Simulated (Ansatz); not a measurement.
Input file:

```
crystal:
  periodic: [false, false, false]
  atoms:
    - {symbol: Br, position_ang: [-0.746320, -2.283827, 1.445622]}
    - {symbol: Cl, position_ang: [-0.877108, -0.460633, -2.234021]}
    - {symbol: In, position_ang: [0.549048, -1.386704, -0.548555]}
    - {symbol: In, position_ang: [3.397066, -0.878510, -0.423078]}
    - {symbol: H, position_ang: [4.608124, -2.063609, -0.999463]}
basis:
  gaussian:
    orbitals: def2-TZVPD
magnetization:
  spin_polarized: true
  initial_magnetization: 1
hamiltonian:
  xc: {name: PBE0}
output: {forces: true, orbitals: {seedname: orbitals}}
```

Command:

```sh
ansatz run input.yaml --threads 2 --pin off --max-ram 4350MiB --events-out events.jsonl --progress --plain --runs-dir runs
```

Geometry: B3LYP-D3(BJ)/def2-SVP; core potentials replace the inner electrons of In.

These are results of isolated molecule in a Gaussian basis; Kohn-Sham density functional theory, functional PBE0 (Ansatz 0.2.0), not measurements.

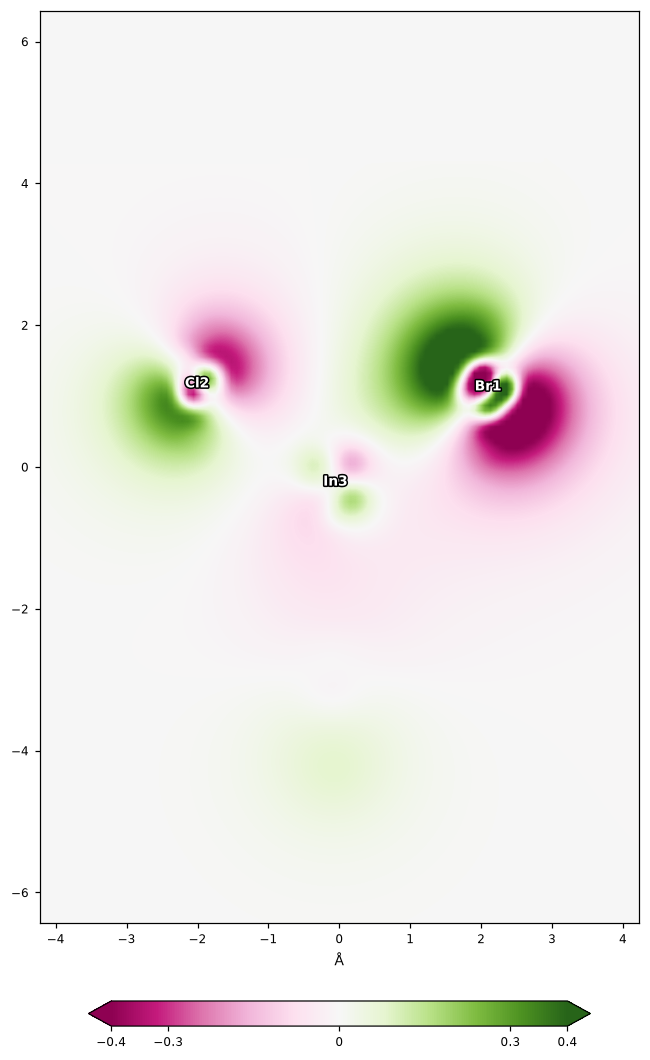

BrClHIn₂ (SMILES [Cl][In]([Br])[InH]) (doublet). The HOMO−1 (β) on the plane of atoms Br1, In3 and Cl2 (values in Å⁻³ᐟ²; the overall sign is arbitrary).

**Where does this orbital lie, and at what energy?**

By Hirshfeld shares it lies mainly on Br1 (about 75 %), Cl2 (about 15 %) and In3 (about 5 %); largely a lone pair of Br1. Its energy is −8.11 eV.
